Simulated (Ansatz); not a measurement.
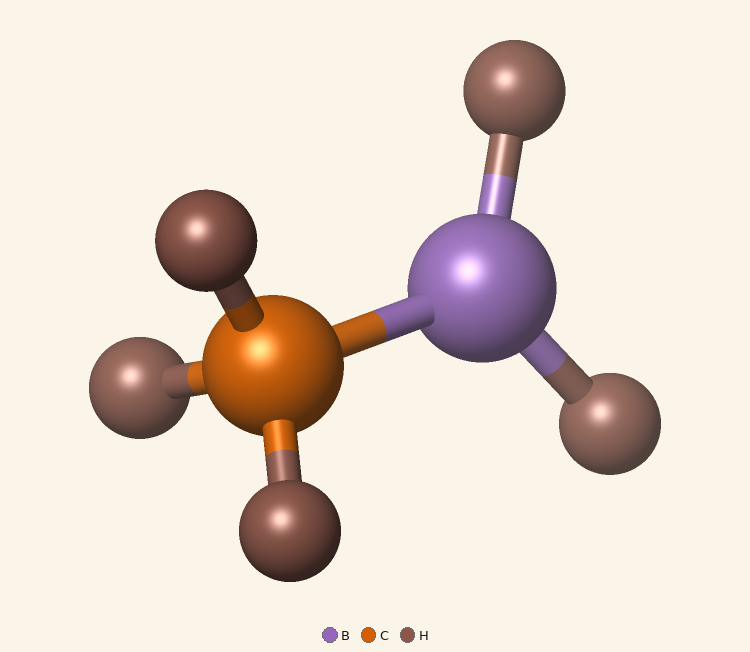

Every bond is drawn as one stick, whatever its order.

The computed structure is the end point of a PBE0-D4/def2-TZVP optimisation.

What is the molecular formula?

Answer. CH₅B, 7 atoms: 1 carbon, 5 hydrogen and 1 boron.

Count the bonded pairs by element.

Answer. 3 C–H, 2 B–H, 1 C–B. Sticks follow a distance rule.

How many atoms are distinct by symmetry?

Answer. 5: 1 B, 1 C, 2 H, 1 H, 2 H.

Which point group does it belong to?

Answer. Cs.

More results for the same structure follow; atom numbers are the same in all pictures, views and colours differ.

### Geometry

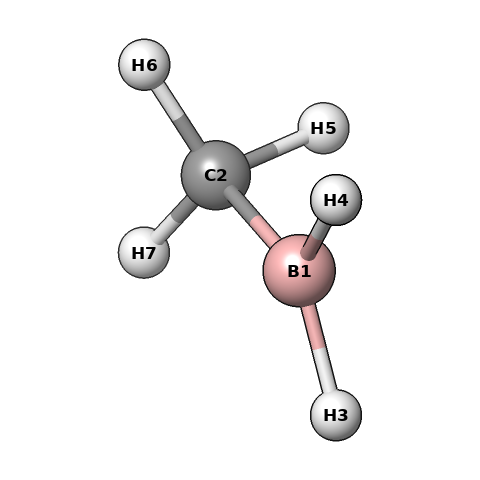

Atoms carry their numbers in the input.

List the bonds and their lengths.

```
 bond  length (Å)
B1–C2       1.548
B1–H3       1.199
B1–H4       1.199
C2–H5       1.105
C2–H6       1.091
C2–H7       1.091
```

### Dipole moment

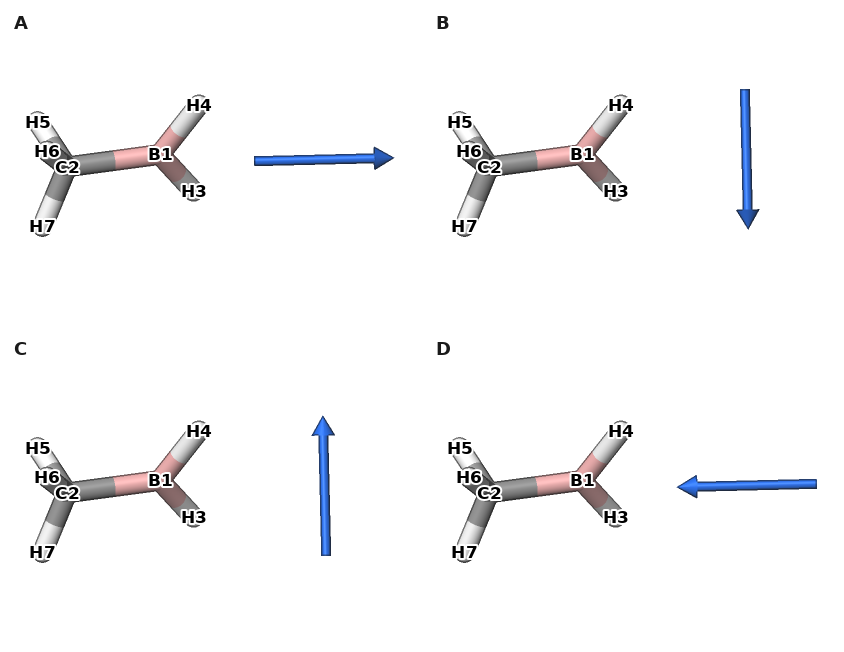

The same molecule four times, each with an arrow. Level of theory: RKS PBE0-D4/def2-TZVP (Ansatz 0.2.0).

Which arrow points along the dipole moment, from the negative to the positive end?

Answer. D. The dipole moment is 0.72 D; it points from the side of H3, H4 to the side of H5, H6, H7 (the outermost atoms at the two ends).

### Thermal motion

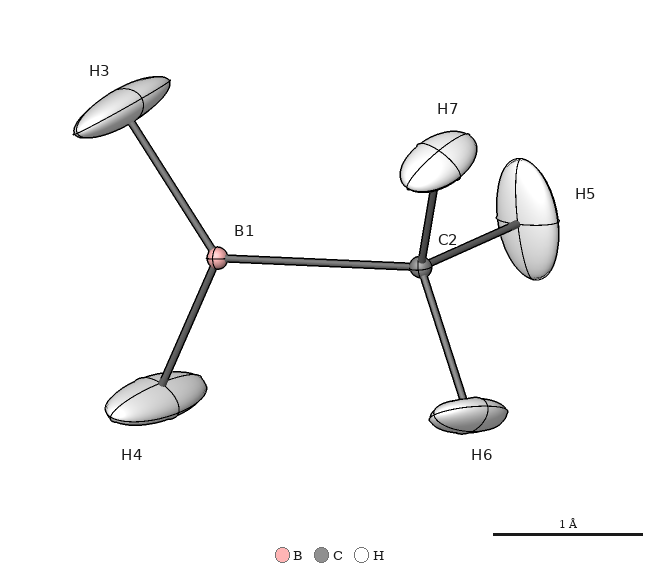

Displacement ellipsoids at the 50 % level, from the internal vibrations of the free molecule (harmonic, no overall translation or rotation; no half-axis is drawn under 0.075 Å). Vibrations computed with RKS PBE0-D4/def2-TZVP (Ansatz 0.2.0). Temperature: 400 K.

Which atom moves most?

Answer. H3, H4, with U_eq = 0.0426 Å².

Does H4 move more along its bond or across it?

Answer. Across it: the root-mean-square amplitude is 0.080 Å along the bond and up to 0.324 Å across, since bending and torsion are softer than stretching.

List U_eq and the three principal root-mean-square amplitudes for each kind of atom.

```
  atom  U_eq (Å²)   rms amplitudes (Å)
    B1    0.00059  0.021, 0.021, 0.030
    C2    0.00058  0.022, 0.023, 0.027
H3, H4     0.0425  0.079, 0.129, 0.323
    H5     0.0357  0.073, 0.161, 0.275
H6, H7     0.0210  0.072, 0.127, 0.204
```

### Charges

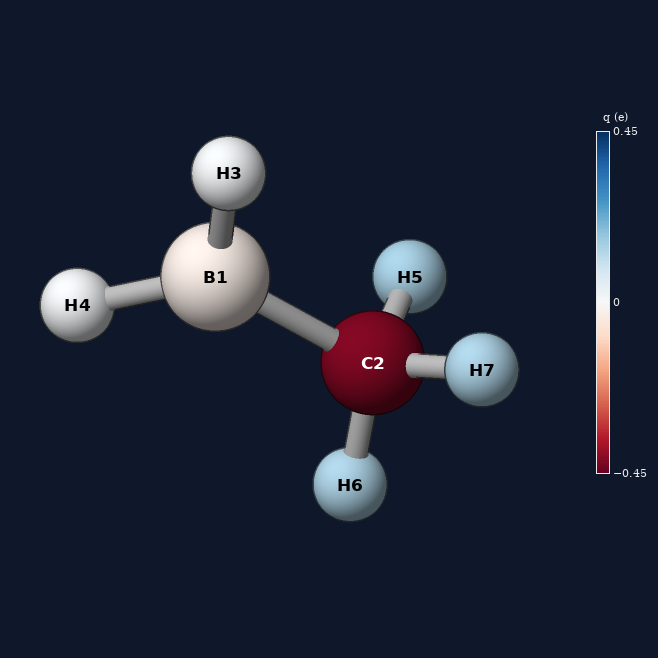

Atoms are coloured by their Mulliken charges. Level of theory: RKS PBE0-D4/def2-TZVP (Ansatz 0.2.0).

List the Mulliken charges.

```csv
atom,value (e)
B1,−0.03
C2,−0.42
H3,0.01
H4,0.01
H5,0.15
H6,0.14
H7,0.14
```

Mulliken values depend strongly on the basis set and can even reverse the polarity of a bond.
